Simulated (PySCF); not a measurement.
C₄H₁₂Si, SMILES `C[Si](C)(C)C`.

Method: B3LYP/aug-cc-pVDZ; geometry: GFN2-xTB; program: PySCF. No frequency check shows the geometry to be a minimum.

Coordinates in Å:

```
C1      -1.3548   -0.0683    1.3427
Si2      0.0004   -0.0002   -0.0000
C3       0.1648   -1.7117   -0.8294
C4       1.6643    0.4818    0.8024
C5      -0.4725    1.2996   -1.3162
H6      -2.3151   -0.3523    0.9214
H7      -1.1221   -0.8108    2.1017
H8      -1.4825    0.8936    1.8268
H9      -0.7654   -2.0121   -1.3040
H10      0.4214   -2.4793   -0.1047
H11      0.9365   -1.7111   -1.5912
H12      2.4626    0.5182    0.0663
H13      1.9597   -0.2301    1.5631
H14      1.6100    1.4570    1.2733
H15     -0.5857    2.2859   -0.8757
H16     -1.4239    1.0612   -1.7835
H17      0.2880    1.3732   -2.0899
```

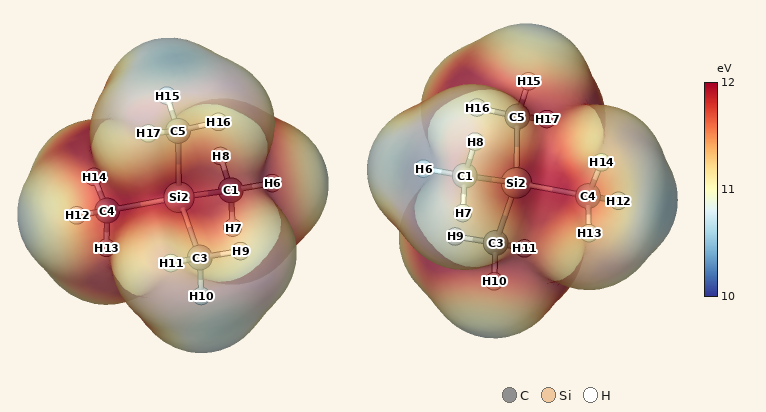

Average local ionisation energy on the surface of electron density 0.001 a.u. (back view left, front view right).

Where are the most loosely bound electrons on this surface?

The lowest value is 10.5 eV, near H15 (1.88 Å), H16 (1.89 Å), H17 (2.02 Å) and C5 (2.04 Å), and at like points elsewhere. For comparison, the highest occupied orbital lies at −8.1 eV.

What volume does the surface enclose, and what is the dipole moment?

About 155 Å³; the dipole moment is 0.0 D.
